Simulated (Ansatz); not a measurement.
# Ligand exchange: BH2I + NaNH2 → BH2(NH2) + NaI

Species: BH2I `BI`, singlet; NaNH2 `[NH2][Na]`, singlet; BH2(NH2), singlet; NaI (Sodium Iodide), singlet. The partners trade I for NH2: B–I and Na–NH2 bonds give way to B–NH2 and Na–I.

Shapes, held fixed at every level: PBE0-D4/def2-TZVP. Programs: Ansatz 0.2.0. The zero-point and thermal change to 298 K, harmonic and unscaled (PBE0-D4/def2-TZVP), is +14.4 kJ/mol.

```
              level                    kind  ΔH(298 K) (kJ/mol)  less CCSD(T)/def2-TZVPP  CPU time (sum over the molecules)
   SPW92/def2-TZVPP                     LDA              -317.7                     -6.3                              3.6 s
  PBE-D4/def2-TZVPP                     GGA              -304.7                     +6.7                              6.5 s
B3LYP-D4/def2-TZVPP           global hybrid              -318.0                     -6.6                              7.9 s
BHLYP-D4/def2-TZVPP           global hybrid              -337.8                    -26.4                              6.8 s
 PBE0-D4/def2-TZVPP           global hybrid              -323.3                    -11.9                              6.1 s
 wB97X-V/def2-TZVPP  range-separated hybrid              -323.8                    -12.4                               18 s
   CCSD(T)/def2-SVP   coupled cluster or CI              -348.0                    -36.6                              4.3 s
 CCSD(T)/def2-TZVPP   coupled cluster or CI              -311.4                      0.0                               22 s
```

The highest level, CCSD(T)/def2-TZVPP, gives ΔH(298 K) = -311.4 kJ/mol; the levels span -348.0 to -304.7. The column of differences is taken from that level and isn't an error. No measured value is set beside it here. For atoms past krypton def2 sets carry core potentials with scalar relativity. Outer-core shells of I, Na are correlated in most correlated rows, in sets that cover them unevenly. Times are processor times on shared x86 and Arm servers, and rough.

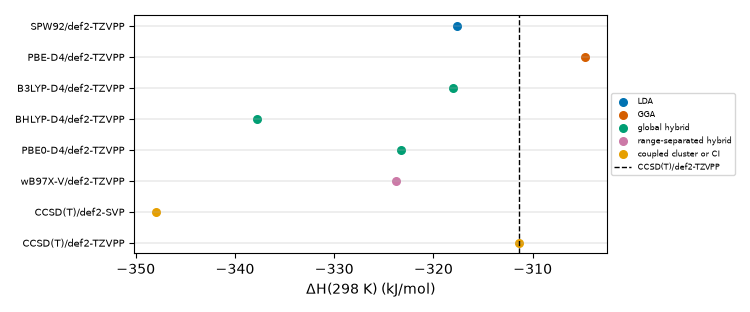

The values of the table, level by level.
